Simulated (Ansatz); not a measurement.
# GaH₆NS: what the fields show

Input

```
crystal:
  periodic: [false, false, false]
  atoms:
    - { symbol: Ga, position_ang: [-0.087799, 0.55013, -0.498498] }
    - { symbol: "N", position_ang: [-0.011948, 0.037804, 2.568816] }
    - { symbol: H, position_ang: [-0.812309, -0.245584, 3.147719] }
    - { symbol: H, position_ang: [0.845017, -0.096732, 3.118844] }
    - { symbol: H, position_ang: [1.373365, 0.077008, -0.830549] }
    - { symbol: H, position_ang: [-1.452411, -0.132456, -0.868752] }
    - { symbol: S, position_ang: [-0.255802, 2.661356, 0.309288] }
    - { symbol: H, position_ang: [-1.612108, 2.631559, 0.377312] }
    - { symbol: H, position_ang: [-0.100405, 1.057014, 2.35612] }
basis:
  gaussian: { orbitals: def2-SVP }
hamiltonian:
  xc: pbe
relax:
  f_tol: 0.03
  max_steps: 50
output:
  orbitals: {}
```

Command:

```sh
ansatz run input.yaml --threads 2 --pin off --max-ram 3072MiB --backend cpu --events-out ev --progress --plain --runs-dir out
```

The fields are those of the run's last geometry, not of the input's.

Level of theory: RKS PBE/def2-SVP in Ansatz 0.2.0.

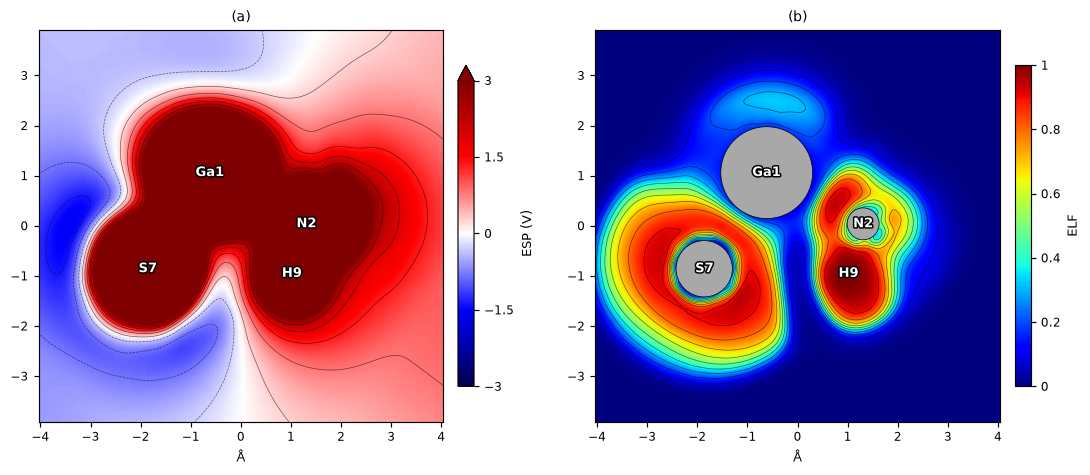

Figure 1. (a) electrostatic potential; (b) electron localisation function on the plane of atoms Ga1, N2 and H9. Grey discs cover the atomic cores in the ELF map.

### Read the bonding off the picture.

- The section cuts through Ga, N, S and H sites.
- Ga–N (2.18 Å): the ELF peaks at about 0.95 in the valence shell of N, 0.7 Å from its nucleus, and is about 0.30 at the midpoint.
- Ga–S (2.29 Å): the ELF peaks at about 0.85 in the valence shell of S, 0.9 Å from its nucleus, and is about 0.65 at the midpoint.
- N–H (1.03 Å): the ELF climbs to about 1 towards the hydrogen, as it does in any bond to H; a covalent bond by its length.
- The ELF also peaks beside S7, away from the bonds: lone-pair regions.
- Outside the dense part of the molecule the potential is most negative (−1.6 V) near S7.

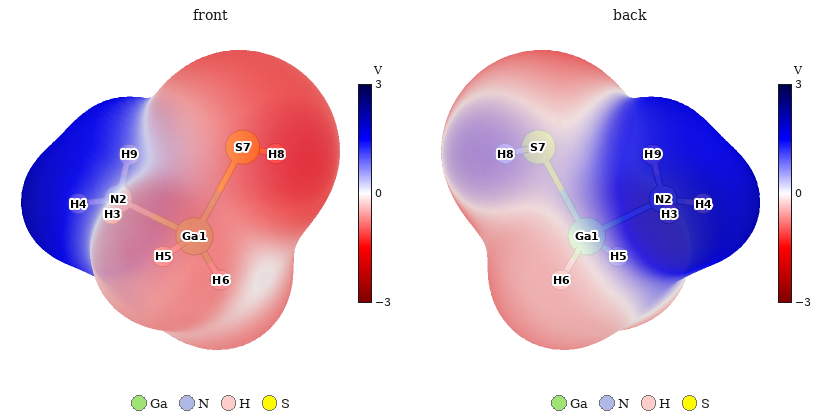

Figure 2. The electrostatic potential painted on the density surface at 0.001 e/bohr³, seen from the front and from behind; the colour scale runs from red (negative) to blue (positive).

### Which sites attract a positive test charge, and which a negative one?

A positive charge is drawn to the negative regions and a negative charge to the positive ones. The most negative region (about −1.4 V, or −32 kcal/mol for a unit charge) lies over S7, the most positive (about +2.1 V, or +48 kcal/mol for a unit charge) over H3 and H4.

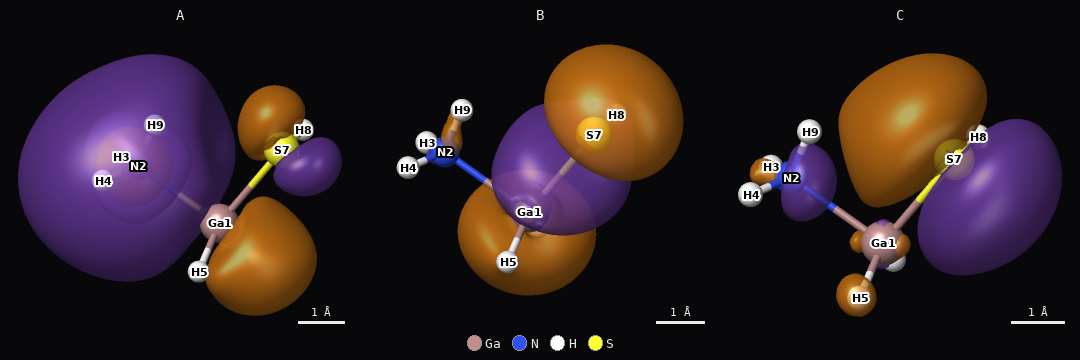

Figure 3. Three frontier orbitals at ±0.06 Å⁻³ᐟ² (orange and purple are the two phases), in no order.

### Which picture is the HOMO−1, the HOMO and the LUMO?

B is the HOMO−1 (−6.27 eV). By Hirshfeld shares it lies mainly on S7 (about 60 %), Ga1 (about 20 %) and H6 (about 15 %). C is the HOMO (−5.27 eV). By Hirshfeld shares it lies mainly on S7 (about 85 %) and Ga1 (about 5 %); largely a lone pair of S7. A is the LUMO (−0.55 eV). Its weight (Hirshfeld) is mainly on Ga1 (about 25 %), N2 (about 20 %), H3 (about 20 %), H4 (about 20 %), H9 (about 10 %) and S7 (about 5 %).

### What is the HOMO–LUMO gap?

4.72 eV between the orbital energies.
